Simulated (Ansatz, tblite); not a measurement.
# C22H66O9Si10: rung by rung, part 2 of 2

How do method and basis change the picture of C22H66O9Si10 (singlet)?

Ansatz 0.2.0, Gaussian basis; as each input shows.

## Step 11: B3LYP-D4/6-31G

Contents of in.yaml:

```yaml
crystal:
  periodic: [false, false, false]
  atoms:
    - {symbol: C, position_ang: [-8.997341, 2.454059, 1.021633]}
    - {symbol: Si, position_ang: [-8.905638, 0.789370, 0.159157]}
    - {symbol: C, position_ang: [-9.606263, -0.557213, 1.261035]}
    - {symbol: C, position_ang: [-9.791268, 0.835364, -1.487775]}
    - {symbol: O, position_ang: [-7.301072, 0.437016, -0.167678]}
    - {symbol: Si, position_ang: [-5.760652, 0.451430, 0.459197]}
    - {symbol: C, position_ang: [-5.093372, 2.190836, 0.438474]}
    - {symbol: C, position_ang: [-5.759020, -0.299207, 2.169076]}
    - {symbol: O, position_ang: [-4.839247, -0.503423, -0.547374]}
    - {symbol: Si, position_ang: [-5.207073, -1.583905, -1.778767]}
    - {symbol: C, position_ang: [-6.458811, -2.820241, -1.155541]}
    - {symbol: C, position_ang: [-5.796897, -0.647484, -3.273936]}
    - {symbol: O, position_ang: [-3.793965, -2.369368, -2.151710]}
    - {symbol: Si, position_ang: [-2.317557, -2.670175, -1.441085]}
    - {symbol: C, position_ang: [-2.592320, -3.243388, 0.317206]}
    - {symbol: C, position_ang: [-1.428986, -3.918114, -2.494044]}
    - {symbol: O, position_ang: [-1.407365, -1.283324, -1.438235]}
    - {symbol: Si, position_ang: [-1.238028, 0.283844, -0.899270]}
    - {symbol: C, position_ang: [-2.261851, 1.431726, -1.944293]}
    - {symbol: C, position_ang: [-1.653399, 0.362655, 0.920587]}
    - {symbol: O, position_ang: [0.362968, 0.675292, -1.100310]}
    - {symbol: Si, position_ang: [1.821774, -0.119193, -1.241645]}
    - {symbol: C, position_ang: [1.864567, -1.550289, -0.041978]}
    - {symbol: C, position_ang: [2.073222, -0.642831, -3.008454]}
    - {symbol: O, position_ang: [3.006317, 0.981152, -0.841574]}
    - {symbol: Si, position_ang: [3.292799, 2.026954, 0.426624]}
    - {symbol: C, position_ang: [4.820490, 3.001200, 0.001742]}
    - {symbol: C, position_ang: [1.791725, 3.090860, 0.721150]}
    - {symbol: O, position_ang: [3.539008, 1.132955, 1.807013]}
    - {symbol: Si, position_ang: [4.583118, 0.429439, 2.885710]}
    - {symbol: C, position_ang: [3.949564, 0.775887, 4.601030]}
    - {symbol: C, position_ang: [4.712428, -1.395014, 2.508568]}
    - {symbol: O, position_ang: [6.089533, 1.133518, 2.755491]}
    - {symbol: Si, position_ang: [7.500844, 0.878553, 1.916193]}
    - {symbol: C, position_ang: [8.554478, -0.364946, 2.828198]}
    - {symbol: C, position_ang: [8.369822, 2.514985, 1.715424]}
    - {symbol: O, position_ang: [7.085847, 0.255306, 0.436740]}
    - {symbol: Si, position_ang: [7.416561, -0.238842, -1.124779]}
    - {symbol: C, position_ang: [7.929598, 1.256736, -2.134899]}
    - {symbol: C, position_ang: [8.809510, -1.495773, -1.071652]}
    - {symbol: C, position_ang: [5.841036, -0.990229, -1.793859]}
    - {symbol: H, position_ang: [-8.465792, 2.436697, 1.988277]}
    - {symbol: H, position_ang: [-8.543854, 3.246804, 0.403671]}
    - {symbol: H, position_ang: [-10.041212, 2.745661, 1.225655]}
    - {symbol: H, position_ang: [-9.523408, -1.546728, 0.781377]}
    - {symbol: H, position_ang: [-9.070629, -0.606941, 2.223630]}
    - {symbol: H, position_ang: [-10.672571, -0.381309, 1.481346]}
    - {symbol: H, position_ang: [-9.360978, 1.609474, -2.144292]}
    - {symbol: H, position_ang: [-10.865167, 1.053978, -1.366919]}
    - {symbol: H, position_ang: [-9.701994, -0.132372, -2.008534]}
    - {symbol: H, position_ang: [-5.658350, 2.838384, 1.128906]}
    - {symbol: H, position_ang: [-5.174371, 2.621940, -0.572424]}
    - {symbol: H, position_ang: [-4.033021, 2.222480, 0.734812]}
    - {symbol: H, position_ang: [-6.359122, 0.297573, 2.876170]}
    - {symbol: H, position_ang: [-4.736648, -0.366743, 2.576591]}
    - {symbol: H, position_ang: [-6.178785, -1.318352, 2.143897]}
    - {symbol: H, position_ang: [-7.403140, -2.315895, -0.894340]}
    - {symbol: H, position_ang: [-6.083620, -3.331482, -0.253429]}
    - {symbol: H, position_ang: [-6.675377, -3.590417, -1.913361]}
    - {symbol: H, position_ang: [-5.021968, 0.056143, -3.618819]}
    - {symbol: H, position_ang: [-6.703819, -0.070942, -3.029600]}
    - {symbol: H, position_ang: [-6.030786, -1.327052, -4.109194]}
    - {symbol: H, position_ang: [-3.149915, -4.194334, 0.344059]}
    - {symbol: H, position_ang: [-1.639950, -3.395092, 0.851407]}
    - {symbol: H, position_ang: [-3.177686, -2.492838, 0.873859]}
    - {symbol: H, position_ang: [-1.989558, -4.864413, -2.556316]}
    - {symbol: H, position_ang: [-0.426551, -4.138602, -2.093022]}
    - {symbol: H, position_ang: [-1.306360, -3.528953, -3.517536]}
    - {symbol: H, position_ang: [-2.105904, 2.483981, -1.655560]}
    - {symbol: H, position_ang: [-3.330721, 1.192887, -1.833039]}
    - {symbol: H, position_ang: [-1.986107, 1.325328, -3.006050]}
    - {symbol: H, position_ang: [-2.699599, 0.063828, 1.090336]}
    - {symbol: H, position_ang: [-1.512769, 1.379130, 1.323938]}
    - {symbol: H, position_ang: [-1.005465, -0.320104, 1.494582]}
    - {symbol: H, position_ang: [1.052813, -2.264438, -0.257034]}
    - {symbol: H, position_ang: [2.824739, -2.088859, -0.089875]}
    - {symbol: H, position_ang: [1.740240, -1.180733, 0.989195]}
    - {symbol: H, position_ang: [3.027384, -1.176119, -3.145045]}
    - {symbol: H, position_ang: [1.253576, -1.309978, -3.322246]}
    - {symbol: H, position_ang: [2.072910, 0.235682, -3.673495]}
    - {symbol: H, position_ang: [5.093620, 3.688055, 0.818924]}
    - {symbol: H, position_ang: [4.672691, 3.593084, -0.915975]}
    - {symbol: H, position_ang: [5.664485, 2.312843, -0.160017]}
    - {symbol: H, position_ang: [1.489782, 3.617880, -0.197870]}
    - {symbol: H, position_ang: [1.981649, 3.838992, 1.507888]}
    - {symbol: H, position_ang: [0.943952, 2.463524, 1.037938]}
    - {symbol: H, position_ang: [4.591268, 0.312595, 5.367510]}
    - {symbol: H, position_ang: [2.925092, 0.392038, 4.731937]}
    - {symbol: H, position_ang: [3.930181, 1.861722, 4.787392]}
    - {symbol: H, position_ang: [5.383744, -1.904880, 3.219143]}
    - {symbol: H, position_ang: [5.116370, -1.538220, 1.492972]}
    - {symbol: H, position_ang: [3.729155, -1.889375, 2.557234]}
    - {symbol: H, position_ang: [8.039040, -1.336754, 2.895276]}
    - {symbol: H, position_ang: [8.775324, -0.026947, 3.853818]}
    - {symbol: H, position_ang: [9.514926, -0.531422, 2.312940]}
    - {symbol: H, position_ang: [8.564694, 2.979929, 2.695553]}
    - {symbol: H, position_ang: [7.756555, 3.214505, 1.125837]}
    - {symbol: H, position_ang: [9.337450, 2.393049, 1.201307]}
    - {symbol: H, position_ang: [8.819956, 1.744738, -1.704475]}
    - {symbol: H, position_ang: [7.121956, 2.005879, -2.173467]}
    - {symbol: H, position_ang: [8.173023, 0.973894, -3.172792]}
    - {symbol: H, position_ang: [9.737936, -1.050858, -0.676158]}
    - {symbol: H, position_ang: [9.033051, -1.891772, -2.076433]}
    - {symbol: H, position_ang: [8.545654, -2.349915, -0.426235]}
    - {symbol: H, position_ang: [5.011057, -0.271043, -1.694118]}
    - {symbol: H, position_ang: [5.567922, -1.900198, -1.233622]}
    - {symbol: H, position_ang: [5.937905, -1.264843, -2.857413]}
basis:
  gaussian: {orbitals: 6-31G, fitting: {mean_field: def2-universal-jkfit}}
hamiltonian: {xc: {name: B3LYP}, dispersion: d4}
scf: {omitted_lower_state_checks: [starts]}
output: {orbitals: {seedname: orbitals}}
```

Launch:

```console
$ ansatz run in.yaml --threads 11 --pin off --events-out ev --progress --plain --max-ram 174080MiB --backend cuda --devices 0, --max-vram 75GiB
```

Log (excerpt; [...] marks lines left out):

```text
Functional definition: B3LYP
  name "B3LYP"
  cite "Stephens, Devlin, Chabalowski & Frisch, J. Phys. Chem. 98, 11623 (1994) doi:10.1021/j100096a001"
  cite "Becke, Phys. Rev. A 38, 3098 (1988) doi:10.1103/PhysRevA.38.3098"
  cite "Lee, Yang & Parr, Phys. Rev. B 37, 785 (1988) doi:10.1103/PhysRevB.37.785"
  cite "Vosko, Wilk & Nusair, Can. J. Phys. 58, 1200 (1980) doi:10.1139/p80-159"
[...]
4811 factors; integrals over basis functions are off by at most 4.2e-2 eV
[...]
mean field -121100.79101491 eV, -4450.3719847336 hartree, gradient 3.4e-5 eV, S^2 0.000000; 0 other end points of the search recorded, 0 dependent functions left out
reference -121100.79178463 eV, -4450.3720130202 hartree; 205, 205 occupied and 336, 336 virtual orbitals, 4811 factors
Total energy: -121107.30203736 eV, -4450.6112603953 hartree
Checks for a lower state left out: starts
```

It took 6 s on 1 × H100 with 11 threads of AMD EPYC 7R13, shared host; peak host memory 1.3 GiB.

From the report: HOMO -6.92 eV, LUMO 0.93 eV.

## Step 12: MP2/def2-SVP

Edit in.yaml of step 11 so:

```diff
@@ -111,4 +111,4 @@
 basis:
-  gaussian: {orbitals: 6-31G, fitting: {mean_field: def2-universal-jkfit}}
-hamiltonian: {xc: {name: B3LYP}, dispersion: d4}
+  gaussian: {orbitals: def2-SVP, initial_orbitals: start.molden}
+correlation: {method: mp2}
 scf: {omitted_lower_state_checks: [starts]}
```

Launched as before.

Log:

```text
Functional definition: HF
  name "HF"
  cite "Fock, Z. Phys. 61, 126 (1930) doi:10.1007/BF01340294"
  parent pbe
  exchange = exact_x
  correlation = 0
these checks for a lower state are left out or cut short: starts
9481 factors; integrals over basis functions are off by at most 1.5e-3 eV
mean field evaluation 1: about -120643.8041 eV, gradient 5.9e1 eV
mean field evaluation 2: about -120649.7595 eV, gradient 4.5e0 eV
mean field evaluation 4: about -120649.8851 eV, gradient 1.1e-1 eV
mean field evaluation 8: about -120649.8851 eV, gradient 2.0e-6 eV
mean field -120649.88510605 eV, -4433.8014982180 hartree, gradient 2.0e-6 eV, S^2 0.000000; 0 other end points of the search recorded, 0 dependent functions left out
81 core orbitals not correlated: weight in the atoms' cores, before any rotation towards them, 1.000 or more for the frozen orbitals, at most 0.000 for the correlated occupied ones
reference -120649.88510605 eV, -4433.8014982180 hartree; 124, 124 occupied and 739, 739 virtual orbitals, 9481 factors
second order -156.98718845 eV of doubles, -0.00000000 eV of singles
Total energy: -120806.87229450 eV, -4439.5706709837 hartree
Checks for a lower state left out: starts
```

Wall time 12 s (1 × H100 with 11 threads of AMD EPYC 7R13, shared host); peak host memory 2.3 GiB.

From the report: Hartree-Fock HOMO -10.86 eV, LUMO 3.62 eV.

## Step 13: Comparison

```csv
level,functions,HOMO (eV),LUMO (eV),gap (eV),time
HF/STO-3G,311,-7.57,11.34,18.91,4.4 s
HF/6-31G,541,-10.57,4.33,14.91,3.7 s
PBE-D4/def2-SVP,944,-6.00,0.02,6.02,8 s
PBE-D4/def2-TZVP,1727,-6.17,-0.42,5.75,18 s
r2SCAN-D4/def2-TZVP,1727,-6.49,0.12,6.61,14 s
B97M-V/def2-TZVP,1727,-6.59,-0.44,6.15,16 s
B3LYP-D4/6-31G,541,-6.92,0.93,7.84,6 s
PBE0-D4/def2-SVP,944,-7.42,0.82,8.24,7.5 s
PBE0-D4/def2-TZVP,1727,-7.53,0.34,7.87,14 s
```

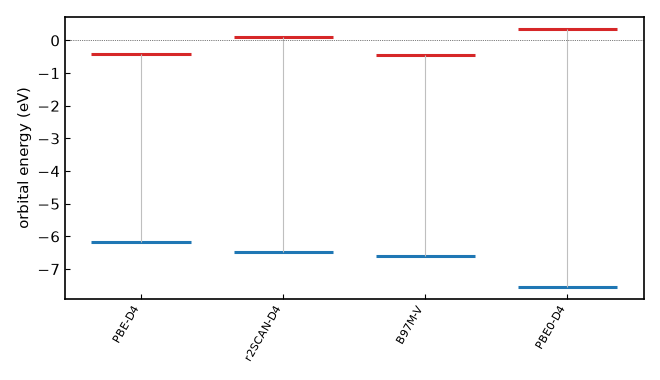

Highest filled (blue) and lowest empty (red) level in def2-TZVP.

Energy pieces by basis (eV):

```csv
basis,HF,MP2 correlation,total
def2-SVP,-120649.8851,-156.9872,-120806.8723 (MP2)
```

## Step 14: Binding energy

Free atoms were run apart at each level; binding is atoms less cluster, divided by the number of atoms, without zero-point or spin-orbit terms.

```csv
level,binding an atom (eV)
HF/STO-3G,3.817
HF/6-31G,2.930
HF/def2-SVP,3.215
PBE-D4/def2-SVP,4.287
PBE-D4/def2-TZVP,4.286
r2SCAN-D4/def2-TZVP,4.256
B97M-V/def2-TZVP,4.250
B3LYP-D4/6-31G,4.023
PBE0-D4/def2-SVP,4.243
PBE0-D4/def2-TZVP,4.242
MP2/def2-SVP,4.059
```

## Step 15: Summary of results

This closing draws on all 2 parts.

| quantity | value |
| --- | --- |
| gap in def2-TZVP, named functionals, smallest and largest | 5.75 eV (PBE-D4), 7.87 eV (PBE0-D4) |
| correlation energy, MP2/def2-SVP | -156.99 eV |
| binding an atom, functionals in def2-TZVP | 4.24 (PBE0-D4) to 4.29 eV (PBE-D4) |
| PBE0 total energy, smallest basis above largest | 77.48 eV (def2-SVP, def2-TZVP) |

What this shows: Orbital gaps of the named functionals in def2-TZVP span 5.75 eV (PBE-D4) to 7.87 eV (PBE0-D4); exact exchange widens it.

The slowest run with a step of its own, PBE-D4/def2-TZVP, took 18 s; the quickest functional in def2-TZVP took 14 s (shared host).
